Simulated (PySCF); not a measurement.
## Run report: SiH (charge −1), geometry relaxation

The run: geometry relaxation of SiH, charge −1, multiplicity 3. Method and program: UHF/def2-tzvpp, optimize (PySCF 2.14.0).

Some settings of this run were made unusual or wrong on purpose.

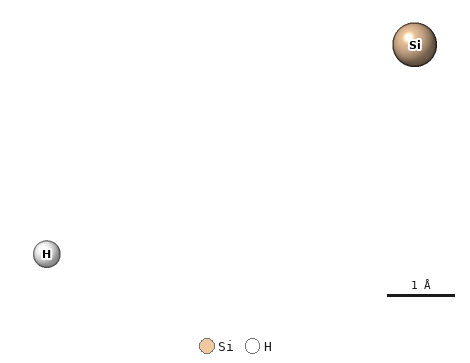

The structure as given in the input (ball-and-stick view, seen at an oblique angle).

### Input file
```python
from pyscf import gto, scf
from pyscf.geomopt.geometric_solver import optimize

mol = gto.M(
    atom='Si 0 0 0; H 0 0 10',
    basis='def2-tzvpp',
    charge=-1,
    spin=2,
    verbose=4,
)
mf = scf.UHF(mol)
mf.kernel()
mol_eq = optimize(mf, maxsteps=30)
print('optimised geometry (angstrom)')
print(mol_eq.tostring('raw'))
print('orbital energies (hartree):', [e[max(0, n-3):n+3].round(4) for e, n in zip(mf.mo_energy, mol.nelec)])
```

Launched with:
```bash
OMP_NUM_THREADS=1 python input.py
```

### What the program printed
```
PySCF version 2.14.0

[INPUT] verbose = 4
[INPUT] num. atoms = 2
[INPUT] num. electrons = 16
[INPUT] charge = -1
[INPUT] spin (= nelec alpha-beta = 2S) = 2
[INPUT] symmetry False subgroup None
[INPUT] Mole.unit = angstrom
[INPUT] Symbol           X                Y                Z      unit          X                Y                Z       unit  Magmom
[INPUT]  1 Si     0.000000000000   0.000000000000   0.000000000000 AA    0.000000000000   0.000000000000   0.000000000000 Bohr   0.0
[INPUT]  2 H      0.000000000000   0.000000000000  10.000000000000 AA    0.000000000000   0.000000000000  18.897261245651 Bohr   0.0

nuclear repulsion = 0.740848095288
number of shells = 20
number of NR pGTOs = 79
number of NR cGTOs = 56
basis = def2-tzvpp
ecp = {}

******** <class 'pyscf.scf.uhf.UHF'> ********
method = UHF
initial guess = minao
damping factor = 0
level_shift factor = 0
DIIS = <class 'pyscf.scf.diis.CDIIS'>
diis_start_cycle = 1
diis_space = 8
diis_damp = 0
SCF conv_tol = 1e-09
SCF conv_tol_grad = None
SCF max_cycles = 50
direct_scf = True
direct_scf_tol = 1e-13
number electrons alpha = 9  beta = 7
Set gradient conv threshold to 3.16228e-05
init E= -288.917758539131

WARN: alpha nocc = 9  HOMO -0.0551363853428277 >= LUMO -0.0551363853428175

  beta  nocc = 7  HOMO = -0.182834131197485  LUMO = -0.0551366168730569

WARN: HOMO -0.0551363853428277 >= LUMO -0.0551366168730569

cycle= 1 E= -289.273199165394  delta_E= -0.355  |g|= 0.17  |ddm|= 0.877
  alpha nocc = 9  HOMO = 0.0120246569102989  LUMO = 0.0814545880512003
  beta  nocc = 7  HOMO = 0.0380126352165058  LUMO = 0.0461888177266322
  HOMO = 0.0380126352165  LUMO = 0.0461888177266  gap/eV = 0.22249
cycle= 2 E= -289.327641648371  delta_E= -0.0544  |g|= 0.173  |ddm|= 0.844
  alpha nocc = 9  HOMO = 0.000211559306933395  LUMO = 0.199917711334395
  beta  nocc = 7  HOMO = -0.191624158289159  LUMO = 0.180923137854311
  HOMO = 0.000211559306933  LUMO = 0.180923137854  gap/eV = 4.91741
cycle= 3 E= -289.355104080318  delta_E= -0.0275  |g|= 0.107  |ddm|= 0.259
  alpha nocc = 9  HOMO = -0.0216260252169107  LUMO = 0.236904489679019
  beta  nocc = 7  HOMO = -0.250679444223627  LUMO = 0.225515560558657
  HOMO = -0.0216260252169  LUMO = 0.225515560559  gap/eV = 6.72507
cycle= 4 E= -289.368050016411  delta_E= -0.0129  |g|= 0.0657  |ddm|= 0.17
  alpha nocc = 9  HOMO = -0.0419696553080815  LUMO = 0.273273465844198
  beta  nocc = 7  HOMO = -0.200035102105737  LUMO = 0.269880568814892
  HOMO = -0.0419696553081  LUMO = 0.269880568815  gap/eV = 8.48588
cycle= 5 E= -289.374748314439  delta_E= -0.0067  |g|= 0.0158  |ddm|= 0.178
  alpha nocc = 9  HOMO = -0.0459588168983631  LUMO = 0.284441428089037
  beta  nocc = 7  HOMO = -0.183005777710163  LUMO = 0.283523535000413
  HOMO = -0.0459588168984  LUMO = 0.283523535  gap/eV = 8.96567
cycle= 6 E= -289.375136823438  delta_E= -0.000389  |g|= 0.00324  |ddm|= 0.0441
  alpha nocc = 9  HOMO = -0.0478725446153888  LUMO = 0.285958660182497
  beta  nocc = 7  HOMO = -0.180741491027659  LUMO = 0.285704189944377
  HOMO = -0.0478725446154  LUMO = 0.285704189944  gap/eV = 9.07709
cycle= 7 E= -289.375156532682  delta_E= -1.97e-05  |g|= 0.000878  |ddm|= 0.0104
  alpha nocc = 9  HOMO = -0.0485523336095222  LUMO = 0.286384867276986
  beta  nocc = 7  HOMO = -0.180069741558807  LUMO = 0.286362852751777
  HOMO = -0.0485523336095  LUMO = 0.286362852752  gap/eV = 9.11351
cycle= 8 E= -289.375158318297  delta_E= -1.79e-06  |g|= 8.72e-05  |ddm|= 0.00394
  alpha nocc = 9  HOMO = -0.0485842059790802  LUMO = 0.286426810683014
  beta  nocc = 7  HOMO = -0.179998943875379  LUMO = 0.286424793179204
  HOMO = -0.0485842059791  LUMO = 0.286424793179  gap/eV = 9.11606
cycle= 9 E= -289.375158335675  delta_E= -1.74e-08  |g|= 2.71e-05  |ddm|= 0.000336
  alpha nocc = 9  HOMO = -0.0485840957132811  LUMO = 0.286432586539703
  beta  nocc = 7  HOMO = -0.179991601024371  LUMO = 0.286431226799348
  HOMO = -0.0485840957133  LUMO = 0.286431226799  gap/eV = 9.11623
cycle= 10 E= -289.375158338324  delta_E= -2.65e-09  |g|= 1.87e-05  |ddm|= 6.67e-05
  alpha nocc = 9  HOMO = -0.0485852741003813  LUMO = 0.286432149656429
  beta  nocc = 7  HOMO = -0.179994689746851  LUMO = 0.286430596281971
  HOMO = -0.0485852741004  LUMO = 0.286430596282  gap/eV = 9.11625
cycle= 11 E= -289.375158340582  delta_E= -2.26e-09  |g|= 5.65e-06  |ddm|= 0.000103
  alpha nocc = 9  HOMO = -0.0485851107816483  LUMO = 0.286431897395883
  beta  nocc = 7  HOMO = -0.179994197987311  LUMO = 0.28643059955161
  HOMO = -0.0485851107816  LUMO = 0.286430599552  gap/eV = 9.11624
cycle= 12 E= -289.375158340778  delta_E= -1.96e-10  |g|= 1.79e-06  |ddm|= 3.32e-05
  alpha nocc = 9  HOMO = -0.0485851201353934  LUMO = 0.286431891273829
  beta  nocc = 7  HOMO = -0.179993910521675  LUMO = 0.286430656516376
  HOMO = -0.0485851201354  LUMO = 0.286430656516  gap/eV = 9.11624
Extra cycle  E= -289.375158340786  delta_E= -7.62e-12  |g|= 1.12e-06  |ddm|= 3.79e-06
converged SCF energy = -289.375158340786  <S^2> = 3.0009891  2S+1 = 3.6060999
Create scanner for <class 'pyscf.grad.uhf.Gradients'>
Create scanner for <class 'pyscf.scf.uhf.UHF'>
input.py

Current date and time:

#|     Arguments passed to driver run_optimizer():      |#
customengine              <pyscf.geomopt.geometric_solver.PySCFEngine object>
logIni                    [file]
maxiter                   30
----------------------------------------------------------
Custom engine selected.
Bonds will be generated from interatomic distances less than 1.20 times sum of covalent radii
Creating artificial bond to isolated atom: 1-2
Creating artificial bond to isolated atom: 2-1
6 internal coordinates being used (instead of 6 Cartesians)
Internal coordinate system (atoms numbered from 1):
Distance 1-2
Translation-X 1-2
Translation-Y 1-2
Translation-Z 1-2
Rotation-A 1-2
Rotation-B 1-2
Rotation-C 1-2
<class 'geometric.internal.Distance'> : 1
<class 'geometric.internal.TranslationX'> : 1
<class 'geometric.internal.TranslationY'> : 1
<class 'geometric.internal.TranslationZ'> : 1
<class 'geometric.internal.RotationA'> : 1
<class 'geometric.internal.RotationB'> : 1
<class 'geometric.internal.RotationC'> : 1
> ===== Optimization Info: ====
> Job type: Energy minimization
> Maximum number of optimization cycles: 30
> Initial / maximum trust radius (Angstrom): 0.100 / 0.300
> Convergence Criteria:
> Will converge when all 5 criteria are reached:
>  |Delta-E| < 1.00e-06
>  RMS-Grad  < 3.00e-04
>  Max-Grad  < 4.50e-04
>  RMS-Disp  < 1.20e-03
>  Max-Disp  < 1.80e-03
> === End Optimization Info ===

Geometry optimization cycle 1
Cartesian coordinates (Angstrom)
 Atom        New coordinates             dX        dY        dZ
  Si   0.000000   0.000000   0.000000    0.000000  0.000000  0.000000
   H   0.000000   0.000000  10.000000    0.000000  0.000000  0.000000

WARN: Mole.unit (angstrom) is changed to Bohr

New geometry
   1 Si     0.000000000000   0.000000000000   0.000000000000 AA    0.000000000000   0.000000000000   0.000000000000 Bohr
   2 H      0.000000000000   0.000000000000  10.000000000000 AA    0.000000000000   0.000000000000  18.897261245651 Bohr

******** <class 'pyscf.scf.hf.UHF_Scanner'> ********
method = UHF_Scanner
initial guess = minao
damping factor = 0
level_shift factor = 0
DIIS = <class 'pyscf.scf.diis.CDIIS'>
diis_start_cycle = 1
diis_space = 8
diis_damp = 0
SCF conv_tol = 1e-09
SCF conv_tol_grad = None
SCF max_cycles = 50
direct_scf = True
direct_scf_tol = 1e-13
number electrons alpha = 9  beta = 7
Set gradient conv threshold to 3.16228e-05
init E= -289.375158340786
  alpha nocc = 9  HOMO = -0.0485851210437721  LUMO = 0.286431896167716
  beta  nocc = 7  HOMO = -0.179993730820703  LUMO = 0.286430684166628
  HOMO = -0.0485851210438  LUMO = 0.286430684167  gap/eV = 9.11624
cycle= 1 E= -289.375158340789  delta_E= -3.07e-12  |g|= 7.44e-07  |ddm|= 2.21e-06
  alpha nocc = 9  HOMO = -0.0485851244464716  LUMO = 0.286431899749195
  beta  nocc = 7  HOMO = -0.179993640580083  LUMO = 0.286430696227262
  HOMO = -0.0485851244465  LUMO = 0.286430696227  gap/eV = 9.11624
Extra cycle  E= -289.37515834079  delta_E= -1.31e-12  |g|= 5.18e-07  |ddm|= 1.37e-06
converged SCF energy = -289.37515834079  <S^2> = 3.000989  2S+1 = 3.6060998

******** <class 'pyscf.grad.rhf.Gradients_Scanner'> for <class 'pyscf.scf.hf.UHF_Scanner'> ********
unit = Eh/Bohr
--------------- UHF_Scanner gradients ---------------
         x                y                z
0 Si    -0.0000000000    -0.0000000000    -0.0000015644
1 H     0.0000000000     0.0000000000     0.0000015644
----------------------------------------------
cycle 1: E = -289.375158341  dE = -289.375  norm(grad) = 2.21236e-06
Step    0 : Gradient = 1.564e-06/1.564e-06 (rms/max) Energy = -289.3751583408
Hessian Eigenvalues: 5.00000e-02 5.00000e-02 5.00000e-02 ... 5.00000e-02 5.00000e-02 1.00000e-01

Geometry optimization cycle 2
Cartesian coordinates (Angstrom)
 Atom        New coordinates             dX        dY        dZ
  Si   0.000000   0.000000   0.000004    0.000000  0.000000  0.000004
   H  -0.000000  -0.000000   9.999996   -0.000000 -0.000000 -0.000004
New geometry
   1 Si     0.000000000000   0.000000000000   0.000004139157 AA    0.000000000000   0.000000000000   0.000007821874 Bohr
   2 H     -0.000000000000  -0.000000000000   9.999995860843 AA   -0.000000000000  -0.000000000000  18.897253423777 Bohr

******** <class 'pyscf.scf.hf.UHF_Scanner'> ********
method = UHF_Scanner
initial guess = minao
damping factor = 0
level_shift factor = 0
DIIS = <class 'pyscf.scf.diis.CDIIS'>
diis_start_cycle = 1
diis_space = 8
diis_damp = 0
SCF conv_tol = 1e-09
SCF conv_tol_grad = None
SCF max_cycles = 50
direct_scf = True
direct_scf_tol = 1e-13
number electrons alpha = 9  beta = 7
Set gradient conv threshold to 3.16228e-05
init E= -289.375158340815
  alpha nocc = 9  HOMO = -0.0485851266380908  LUMO = 0.286431903203655
  beta  nocc = 7  HOMO = -0.179993593629101  LUMO = 0.286430702181744
  HOMO = -0.0485851266381  LUMO = 0.286430702182  gap/eV = 9.11625
cycle= 1 E= -289.375158340815  delta_E= -4.55e-13  |g|= 3.76e-07  |ddm|= 9.18e-07
  alpha nocc = 9  HOMO = -0.0485851282844968  LUMO = 0.286431905384901
  beta  nocc = 7  HOMO = -0.179993569752485  LUMO = 0.286430704921294
  HOMO = -0.0485851282845  LUMO = 0.286430704921  gap/eV = 9.11625
Extra cycle  E= -289.375158340816  delta_E= -6.82e-13  |g|= 2.8e-07  |ddm|= 6.49e-07
converged SCF energy = -289.375158340816  <S^2> = 3.000989  2S+1 = 3.6060998

******** <class 'pyscf.grad.rhf.Gradients_Scanner'> for <class 'pyscf.scf.hf.UHF_Scanner'> ********
unit = Eh/Bohr
--------------- UHF_Scanner gradients ---------------
         x                y                z
0 Si     0.0000000000     0.0000000000    -0.0000015644
1 H    -0.0000000000    -0.0000000000     0.0000015644
----------------------------------------------
cycle 2: E = -289.375158341  dE = -2.58638e-11  norm(grad) = 2.21237e-06
```

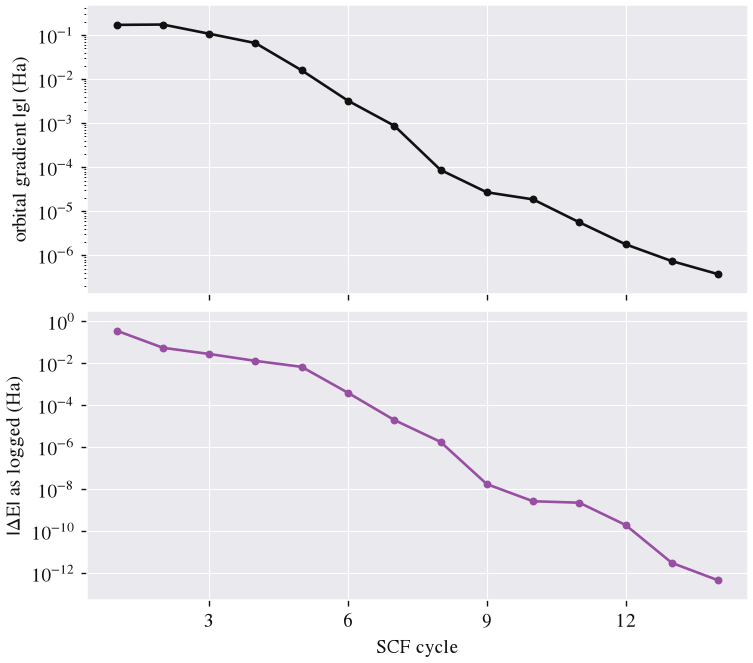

Convergence of the self-consistent field: orbital gradient |g| and size of the energy change against the SCF cycle. All cycles printed in the log are drawn one after another.

```
Step    1 : Displace = 4.139e-06/4.139e-06 (rms/max) Trust = 1.000e-01 (=) Grad = 1.564e-06/1.564e-06 (rms/max) E (change) = -289.3751583408 (-2.586e-11) Quality = 2.114
Hessian Eigenvalues: 5.00000e-02 5.00000e-02 5.00000e-02 ... 5.00000e-02 5.00000e-02 1.00000e-01
Converged! =D

    #| If this code has benefited your research, please support us by citing: |#
    #| Wang, L.-P.; Song, C.C. (2016) "Geometry optimization made simple with |#
    #| translation and rotation coordinates", J. Chem, Phys. 144, 214108.     |#
    #|                                     |#
optimised geometry (angstrom)
Si          0.00000000        0.00000000        0.00000414
H          -0.00000000       -0.00000000        9.99999586
orbital energies (hartree): [array([-0.0486, -0.0486, -0.0486,  0.1094,  0.5028,  0.5028]), array([-3.959 , -0.4469, -0.18  ,  0.2864,  0.2864,  0.2864])]
```

### Outcome

```json
{"quantity": "outcome", "value": "converged"}
{"quantity": "SCF energy at the first geometry", "value": "−289.375158 hartree"}
{"quantity": "⟨S²⟩", "value": "3.001"}
{"quantity": "hardware", "value": "1 CPU thread, shared host"}
{"quantity": "wall time", "value": "1.3 s"}
```

### Diagnosis

Some settings of this run were drawn to be unusual or wrong. It converged; results that depend on the unusual settings are not reference values. ⟨S²⟩ is 3.00 against 2.00 for a pure state: the solution is spin-contaminated.
